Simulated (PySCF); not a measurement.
**C$_{3}$H$_{5}$ClO$_{2}$Si$_{2}$: density, localisation and related maps**

Input file:

```
{"job": {"kind": "nmr", "xc": "PBE0", "basis": "pcSseg-1"}, "charge": 0, "multiplicity": 1}
C     -1.144038     1.678338    -0.744323
C     -0.741997     0.482634    -0.349416
Si    -1.503445    -1.059880     0.477269
O      0.039979    -1.699236     0.404593
Si     0.888551    -0.502634    -0.371297
Cl     1.570577    -1.146353    -2.129658
C      2.307755     0.089647     0.771023
O      3.280618     0.681500     0.385283
H     -2.167540     2.001774    -0.623260
H     -0.476700     2.390723    -1.206980
H     -1.870146    -0.935642     1.877197
H     -2.375199    -1.861989    -0.363037
H      2.187198    -0.118396     1.854879
```

Run with:

```sh
OMP_NUM_THREADS=1 python probes_run.py task.json out
```

Geometry: GFN2-xTB.

Computed with PySCF, PBE0/pcSseg-1, SCF density, gas phase, non-relativistic.

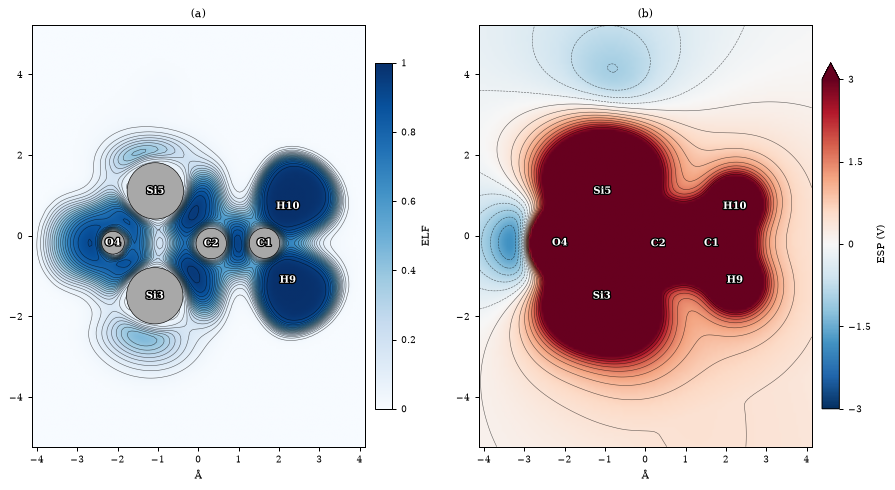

Figure 1. (a) electron localisation function; (b) electrostatic potential on the plane of atoms Si3, O4 and Si5. Grey discs cover the atomic cores in the ELF map.

What does the map show?

Answer. The section cuts through C, Si, O and H sites. C–C (1.32 Å): the ELF peaks at about 0.95 between the atoms; a short, multiple covalent bond. Si–O (1.66 Å): the ELF peaks at about 0.85 between the atoms (a polar covalent bond). C–Si (1.91 Å): the ELF peaks at about 0.95 between the atoms: a shared electron pair. C–H (1.08 Å): the ELF climbs to about 1 towards the hydrogen, as it does in any bond to H; a covalent bond by its length. The ELF also peaks beside O4, away from the bonds: lone-pair regions. Outside the dense part of the molecule the potential is most negative (−1.8 V) near O4.

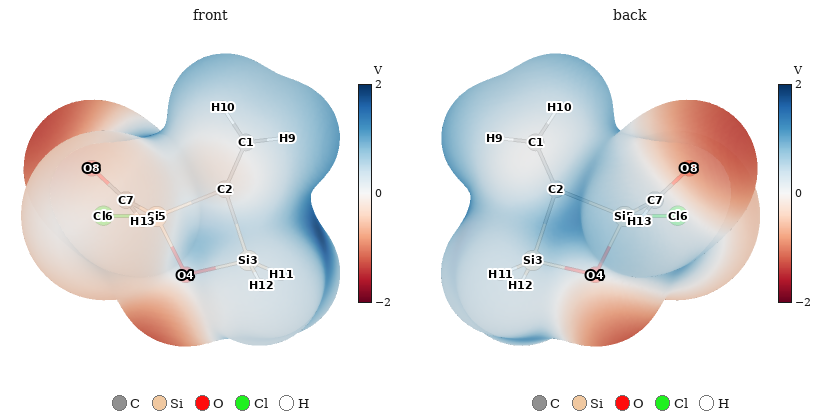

Figure 2. The electrostatic potential painted on the density surface at 0.001 e/bohr³, seen from the front and from behind; the colour scale runs from red (negative) to blue (positive).

Describe the electrostatic potential map.

Answer. The most negative region (about −1.3 V) lies over O8, the most positive (about +1.7 V) over Si3. O8 is the likeliest acceptor of a hydrogen bond.

What dipole moment does the calculation give?

Answer. Its dipole moment is 3.75 D.
